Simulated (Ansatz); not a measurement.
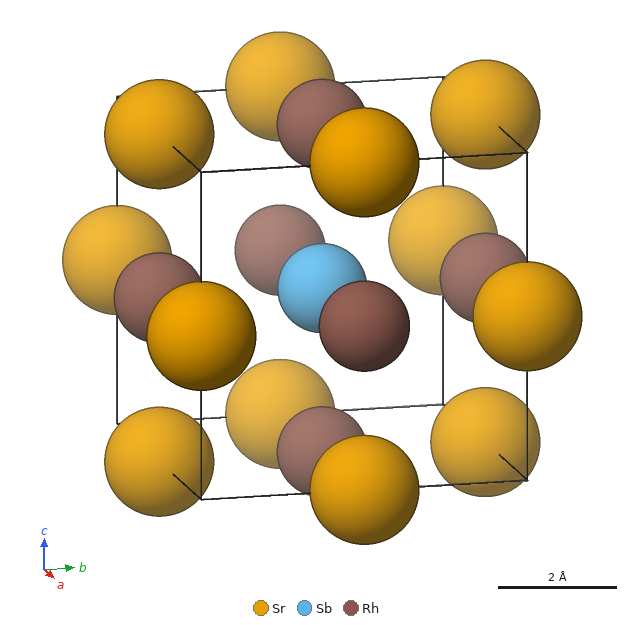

Shown here is a spheres-only view of the crystal, taken slightly off an axis. The edges of the simulation cell are marked.

This input was run:
```yaml
crystal:
  lattice:
    - [5.7097101638, 0.0, 0.0]
    - [0.0, 5.7097101638, 0.0]
    - [0.0, 0.0, 5.7097101638]
  atoms:
    - { symbol: Sr, position: [0.0, 0.5, 0.0] }
    - { symbol: Sr, position: [0.0, 0.0, 0.5] }
    - { symbol: Sr, position: [0.5, 0.0, 0.0] }
    - { symbol: Sb, position: [0.5, 0.5, 0.5] }
    - { symbol: Rh, position: [0.5, 0.0, 0.5] }
    - { symbol: Rh, position: [0.5, 0.5, 0.0] }
    - { symbol: Rh, position: [0.0, 0.5, 0.5] }
basis:
  ecutwfc: 420
kpoints:
  mp_grid: { grid: [8, 8, 8] }
  band_path:
    path:
      - [[0.0, 0.0, 0.0], [0.0, 0.5, 0.0], [0.5, 0.5, 0.0], [0.0, 0.0, 0.0], [0.5, 0.5, 0.5], [0.0, 0.5, 0.0]]
      - [[0.5, 0.5, 0.5], [0.5, 0.5, 0.0]]
    npoints: 14
hamiltonian:
  xc: pbe
scf:
  occupations: { method: gaussian, width: 0.1 }
  n_extra_bands: 17
output:
  forces: true
  stress: true
  eigenvalues: true
  populations: true
  dos: { projected: true, de: 0.02, nscf_kmesh: { grid: [10, 10, 10] } }
  bader: true
  write_density: true
  write_potential: true
  elf: true
  volumetric_format: npy
```
Run as:
```sh
ansatz run input.yaml --threads 1 --pin off --max-ram 2048MiB --backend cpu --events-out ev --progress --plain --runs-dir out
```

Level of theory and settings: Ansatz, DFT PBE, scalar-relativistic, plane waves, PAW, a kinetic-energy cutoff of 420 eV, an 8×8×8 grid in reciprocal space, Gaussian smearing of 0.1 eV, no spin polarisation.

Q: What does a Bader analysis give?

A: Sr +1.04 e; Sb -0.09 e; Rh -1.00 e.

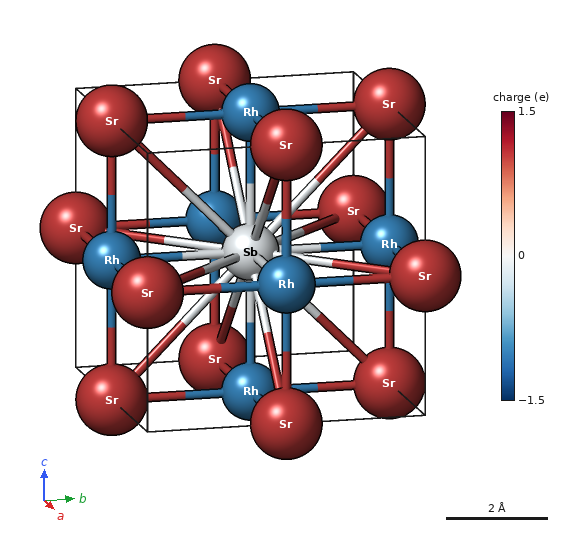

The atoms coloured by those charges.

It goes back to a structure type filled with these elements by a generator (whether the compound takes this form wasn't checked). Earlier steps of the study may have refined or changed the cell and positions. Ansatz was used for an electronic-structure calculation on it.
